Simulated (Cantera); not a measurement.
Input: 1 mol PbO, 2 mol C, 0.039 mol CO, held at 627 °C.

Cantera equilibrium calculation (NASA polynomials, part measured and part estimated; ideal gas, pure solids and liquids). Candidate condensed phases: C, Pb, PbO, PbO2, Pb3O4; 15 gas species. Rates play no part.

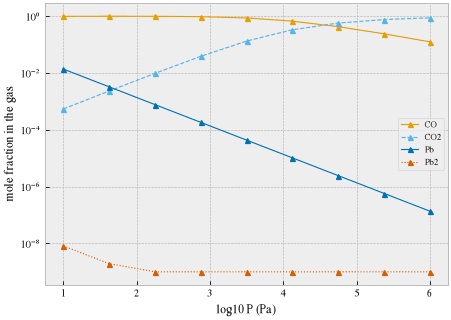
Figure: Equilibrium gas composition (values under 1e-9 drawn at 1e-9)

From 10.0 Pa to 10.0 bar the condensed part is C(graphite) + Pb(l). The main Pb-bearing gas is Pb throughout.
